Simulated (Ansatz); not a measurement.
# Lattice dynamics of Zr2CO2 monolayer, part 2 of 3

Wanted: phonon frequencies of Zr2CO2 monolayer and what follows from them.

Ansatz 0.2.0; DFT PBEsol, scalar-relativistic, plane waves, PAW; PAW set soft_1.

So far. Step 4 (Relaxing to small forces for the phonons): The largest force component left is 0.039 meV/Å, within the tolerances set.

### Step 5. Zone-centre response

The zone centre comes first: it holds the modes that light can see, as far as symmetry allows. The response to a homogeneous field gives the Born charges and the dielectric tensor, and its change with displacement the Raman tensors.

File input.yaml:

```yaml
crystal:
  lattice:
    - [3.2785835253, 0.0, 0.0]
    - [-1.6392917626, 2.8393366213, 0.0]
    - [0.0, 0.0, 32.6]
  atoms:
    - { symbol: C, position: [0.0, 0.0, 0.3067484663] }
    - { symbol: Zr, position: [0.3333333333, 0.6666666667, 0.3493227507] }
    - { symbol: Zr, position: [0.6666666667, 0.3333333333, 0.2641741818] }
    - { symbol: O, position: [0.6666666667, 0.3333333333, 0.3772938616] }
    - { symbol: O, position: [0.3333333333, 0.6666666667, 0.2362030709] }
  periodic: [true, true, false]
kpoints:
  mp_grid: { grid: [12, 12, 1] }
hamiltonian:
  xc: pbesol
  pseudopotentials: { kind: paw, azcp: { folder: soft_1 }, xc_functional: pbe }
scf:
  occupations: { method: fixed }
output:
  eigenvalues: true
phonons:
  method: dfpt
  dielectric: true
  raman: true
```

The run is started by

```console
ansatz run input.yaml --threads 4 --pin off --max-ram 16384MiB --backend cpu --events-out ev --progress --plain --runs-dir out
```

Numbers of over 12 decimals in the logs are rounded to 6 here.

The log of the run:

```text
Warning: phonons.dielectric: true without phonons.rigid_motions: the static dielectric tensor ε⁰ will be withheld (ε∞, Z* and the rows of modes are given); for a crystal or a slab, whose only rigid motions are the translations, set phonons.rigid_motions: translations
Warning: crystal.symmetry: narrowed to the stabiliser of the run's FFT grids — unitary ops 12 → 6. A phonons.method: dfpt run fills in the rows of the dynamical matrix that it does not solve by its symmetry operations, which is exact only for operations that map its FFT grids onto themselves: filled in by any other, the frequencies could depend on the order in which like atoms are typed, or, by more than the grids' own error, on where the crystal sits among the grids' points. Excluded: 6 operations. The run can therefore solve more perturbations, solve them on more k-points, or both, and cost more. [rest of the remark cut]
[...]
Crystal: 5 atoms, lattice volume = 303.473 Å³
Basis set: ecut = 420 eV, 6073 PW (Γ), exchange–correlation on 48×48×450 points (8 copies of the dense FFT grid, shifted against one another)
Bands: 25, of which v1, the nominal top of the filled ones, is band 20 counted from 1 (19 counted from 0)
Symmetry: 12 space group operations
k-points: 43 of 144 (irreducible under 2 space group operations, time reversal used)
[...]
SCF iter   1: F=—  HF=-9637.960797 eV  |F-HF|=—  |Δ(HF+E_count)|=         —  Δρ=7.50e-2  dr2=2.26e1  ethr=3.10e-3  ⟨swp⟩=7.9  Hψ=6734  notcnv=0  defer=121
[...]
SCF iter  13: F=-9631.951258 eV  HF=-9631.951258 eV  |F-HF|=6.00e-11  |Δ(HF+E_count)|=  6.73e-11  Δρ=6.14e-8  dr2=1.48e-11  ethr=1.00e-12  ⟨swp⟩=24.5  Hψ=11551  notcnv=0
SCF 1 converged in 13 iterations: F = -9631.951258 eV  dr2 = 1.48e-11
[...]
DFPT response loops at Γ: preconditioner auto → none (the input reference at scf.mixing.eps_inf says where Resta's filter doesn't serve); β = 0.50; Broyden in place of MSR1
── the response to a field inside a basis, on 20×20×2 k-points: an SCF that follows is theirs, and a resumed run solves both again ──
Bands: 21, of which v1, the nominal top of the filled ones, is band 20 counted from 1 (19 counted from 0)
k-points: 210
[...]
Eigensolver: Dense (210 Hₖ)
SCF iter   1: F=—  HF=-9631.942988 eV  |F-HF|=—  |Δ(HF+E_count)|=         —  Δρ=1.03e-4  dr2=8.08e-6  ethr=1.00e-1
[...]
SCF iter   7: F=-9631.942989 eV  HF=-9631.942989 eV  |F-HF|=2.91e-11  |Δ(HF+E_count)|=  2.98e-10  Δρ=8.41e-8  dr2=3.84e-11  ethr=1.85e-12
SCF 1 converged in 7 iterations: F = -9631.942989 eV  dr2 = 3.84e-11
[...]
SCF converged after 13 iterations
Free energy (F): -9631.951258 eV
[...]
Internal energy: -9631.951258 eV  (E = F + TS)
E sigma→0 (E₀):  -9631.951258 eV
Fermi energy:    -5.346463 eV
[...]
--- Band table (eV; the first three rows and the last of 43) ---
  k-point 0: bands = [... 16 lower, -9.6226, -6.5726, -5.3465, -5.3465, -3.5168, -3.5168, -3.0734, -2.0542, ... 1 higher]
  k-point 1: bands = [... 16 lower, -9.5076, -6.4415, -5.9052, -5.6172, -3.5225, -3.1808, -2.9729, -2.0149, ... 1 higher]
  k-point 2: bands = [... 16 lower, -9.2616, -6.9218, -6.2688, -6.0628, -3.8477, -2.6365, -2.5253, -1.7568, ... 1 higher]
  k-point 42: bands = [... 16 lower, -8.9934, -7.6454, -7.5482, -7.1206, -3.4011, -2.3611, -1.7844, -1.4859, ... 1 higher]
--- Phonons (Γ-DFPT): 10 representative perturbations + reference, on 43 of 144 k-points (Σ response iterations 44) ---
  ASR residual: 9.602e-5 → 0.000e0 eV/Å²; symmetrization residual: 4.997e-6 eV/Å²
  The last average, over the group as it would stand without the narrowing to the FFT grids, took up to 9.081e-7 eV/Å² of the zone centre's force constants
  ASR residual per site (eV/Å²): 1.13e-5 9.60e-5 9.57e-5 8.87e-5 8.66e-5
  Γ frequencies (cm⁻¹): 0.00 0.00 0.00 114.69 114.69 230.81 290.16 290.16 424.52 424.52 494.01 494.01 518.47 524.03 700.25
  ε∞ (high-frequency dielectric tensor):
        3.368874     0.000000     0.000000
        0.000000     3.368874    -0.000000
        0.000000    -0.000000     1.170275
  α∞ (the layer's polarisability for a field applied outside it; Å, Gaussian; ε∞ is over the cell's 32.600 Å):
        6.145393     0.000000     0.000000
        0.000000     6.145393    -0.000000
        0.000000    -0.000000     0.441731
  ε⁰ (static dielectric tensor): not given — the deck does not say what the cell's rigid motions are, and on a molecule in a box or a wire the rigid rotations would enter the sum over the modes at Γ. For a crystal or a slab, whose only rigid motions are the translations, set phonons.rigid_motions: translations.
  Born effective charges Z* (e; rows j = field, columns β = displacement):
    site 0:
        -5.25806   -0.00000    0.00000
         0.00000   -5.25806    0.00000
        -0.00000    0.00000   -0.33027
    site 1:
         6.29710    0.00000    0.00000
         0.00000    6.29710   -0.00000
         0.00000   -0.00000    0.57144
    site 2:
         6.29710    0.00000    0.00000
         0.00000    6.29710   -0.00000
         0.00000   -0.00000    0.57144
    site 3:
        -3.66807   -0.00000   -0.00000
        -0.00000   -3.66807   -0.00000
         0.00000   -0.00000   -0.40630
    site 4:
        -3.66807   -0.00000   -0.00000
        -0.00000   -3.66807    0.00000
         0.00000   -0.00000   -0.40630
  Z* charge neutrality: 2.313e-3 e pre-enforcement
  solved inside a basis spanned on kpoints, on 20×20×2 k-points transformed towards the longest dipole: ε∞ is read to err by 1.6e-2, Z* by 4.6e-2 e (field_mesh: kpoints solves on kpoints); Z* is corrected for what the basis lacks
  Raman tensors (in the event stream and the table raman_tensors.tsv): an entry may err by 9.5e-2 Å², one of the second-order susceptibility by 1.1e-19 pm/V (basis, points and sum rule); their sum over the sites missed zero by 3.109e-15 Å² ahead of its enforcement
  optical modes at Γ without the LO–TO term, one row a degenerate level:
      ω (cm⁻¹)  modes    IR ((D/Å)²/amu)  static Raman (Å⁴/amu)  depolarisation
        114.69      2             0.0000               126.7403           0.750
        230.81      1             0.0000               587.5394           0.118
        290.16      2           218.0956                 0.0000               —
        424.52      2             0.0000                72.0253           0.750
        494.01      2             5.8367                 0.0000               —
        518.47      1             0.6019                 0.0000               —
        524.03      1             0.0000               182.8308           0.112
        700.25      1             0.2488                 0.0000               —
```

Run time: 18 min. Hardware: 4 threads of Arm Neoverse V2, shared host; peak memory 4 GiB; 69 min of CPU time.

The column dr2 measures how far the density is from self-consistency, as an energy; F and HF (Harris–Foulkes) agree once it is small.

Numbers from this step:

```yaml
sum_rule_residual_before_enforcement: 9.60e-5 eV/Å²
miss_of_the_charge_sum_rule: 0.002313 e
estimated_error_of_the_dielectric_tensor: 0.01596
estimated_error_of_the_born_charges: 0.04552 e
point_group: -3m
highest_optical_mode_at_the_zone_centre_no_lo_to_term: 700.2 cm⁻¹
lowest_optical_zone_centre_mode: 114.7 cm⁻¹
largest_born_charge_third_of_the_trace: 4.389 e
```

Without the LO-TO term. Patterns of degenerate modes are one choice out of their space. The modes at Γ (shares of kinetic energy by element, %):

| mode | frequency (cm⁻¹) | symmetry | C % | Zr % | O % |
| --- | --- | --- | --- | --- | --- |
| 1 | 0.0 | acoustic | 5 | 81 | 14 |
| 2 | 0.0 | acoustic | 5 | 81 | 14 |
| 3 | 0.0 | acoustic | 5 | 81 | 14 |
| 4 | 114.7 | Eg | 0 | 92 | 8 |
| 5 | 114.7 | Eg | 0 | 92 | 8 |
| 6 | 230.8 | A1g | 0 | 80 | 20 |
| 7 | 290.2 | Eu | 32 | 19 | 49 |
| 8 | 290.2 | Eu | 32 | 19 | 49 |
| 9 | 424.5 | Eg | 0 | 8 | 92 |
| 10 | 424.5 | Eg | 0 | 8 | 92 |
| 11 | 494.0 | Eu | 62 | 0 | 37 |
| 12 | 494.0 | Eu | 62 | 0 | 37 |
| 13 | 518.5 | A2u | 0 | 14 | 86 |
| 14 | 524.0 | A1g | 0 | 20 | 80 |
| 15 | 700.2 | A2u | 95 | 5 | 0 |

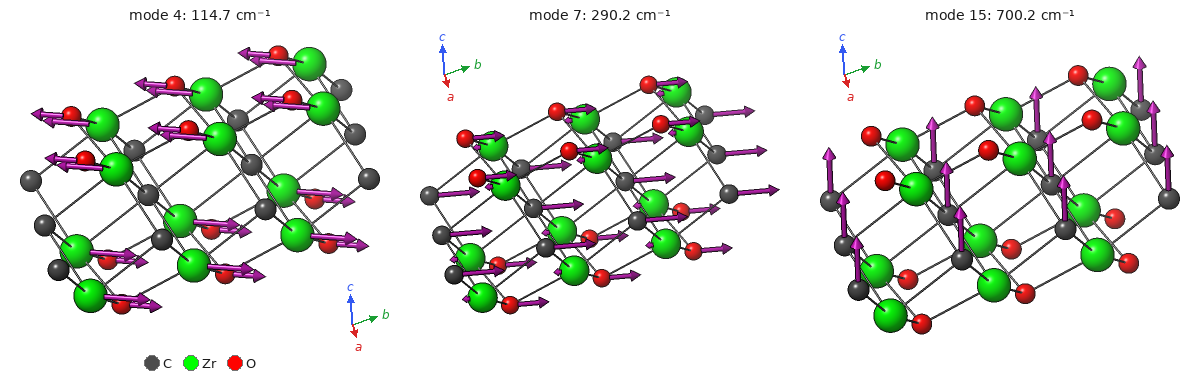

Displacement patterns of modes 4, 7 and 15 at Γ; arrows are exaggerated. 2×3×1 cells are drawn. Some periodic images of atoms are drawn too.

High-frequency dielectric tensor, averaged over the cell of height 32.6 Å or as lengthened by the program, vacuum included. Tensor:

|  | x | y | z |
| --- | --- | --- | --- |
| x | 3.369 | 0 | 0 |
| y | 0 | 3.369 | 0 |
| z | 0 | 0 | 1.17 |

Born charge (rows field, columns displacement) (e), principal values of the symmetric part by kind of site:

| atom | atoms with these values | low | middle | high | mean |
| --- | --- | --- | --- | --- | --- |
| C1 | 1 | -5.26 | -5.26 | -0.33 | -3.62 |
| Zr2 | 2 | 0.57 | 6.30 | 6.30 | 4.39 |
| O4 | 2 | -3.67 | -3.67 | -0.41 | -2.58 |

In full for O4:

```
-3.67  0.00  0.00
 0.00 -3.67  0.00
 0.00  0.00 -0.41
```

Transverse modes. Lines of the infrared spectrum (strongest = 100):

| position (cm⁻¹) | label | relative intensity |
| --- | --- | --- |
| 115 | Eg | 0.0 |
| 231 | A1g | 0.0 |
| 290 | Eu | 100 |
| 424 | Eg | 0.0 |
| 494 | Eu | 2.7 |
| 518 | A2u | 0.3 |
| 524 | A1g | 0.0 |
| 700 | A2u | 0.1 |

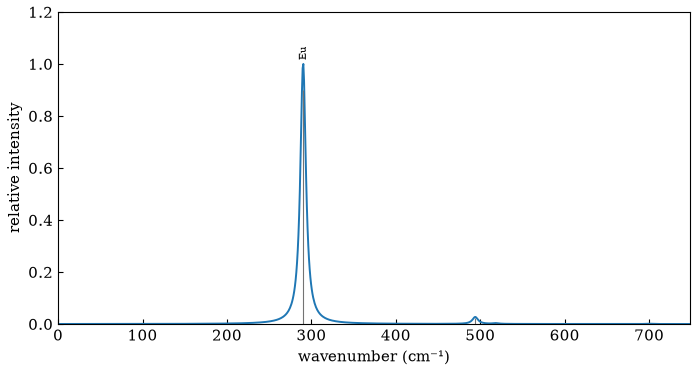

The infrared spectrum, broadened with Lorentzians of width 8 cm⁻¹; bars mark the lines.

Activity x (w_L - w)^4 (n + 1)/w, 532 nm, 300 K; the tensors are static ones, while 532 nm light lies above the computed direct gap, where resonance would change the heights. Raman lines, with heights relative to the strongest:

| position (cm⁻¹) | label | relative intensity |
| --- | --- | --- |
| 115 | Eg | 70 |
| 231 | A1g | 100 |
| 290 | Eu | 0.0 |
| 424 | Eg | 4.9 |
| 494 | Eu | 0.0 |
| 518 | A2u | 0.0 |
| 524 | A1g | 9.4 |
| 700 | A2u | 0.0 |

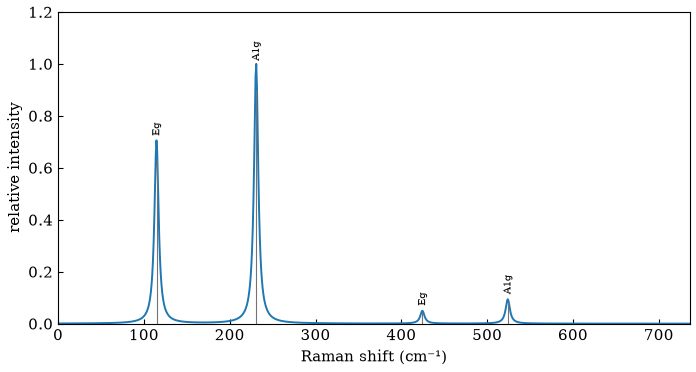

The Raman spectrum, broadened with Lorentzians of width 6 cm⁻¹; bars mark the lines.

Before it was imposed, the acoustic sum rule was missed by 9.6e-5 eV/Å² and the charge sum rule by 0.0023 e. Small misses are needed for a sound result but don't prove that mesh and cutoff are converged. The lowest optical mode is real, 115 cm⁻¹.

(Part 2 of 3 ends here.)

[Logs are printed without paths, hosts, clocks, repeated set-up lines and the standing remarks that a program may print on its own settings, such as how far it seeks lower states.]

[Hosts, paths, dates, database ids (printed as entryN), source tags and the programs' standing remarks are cut or masked in the printed files.]
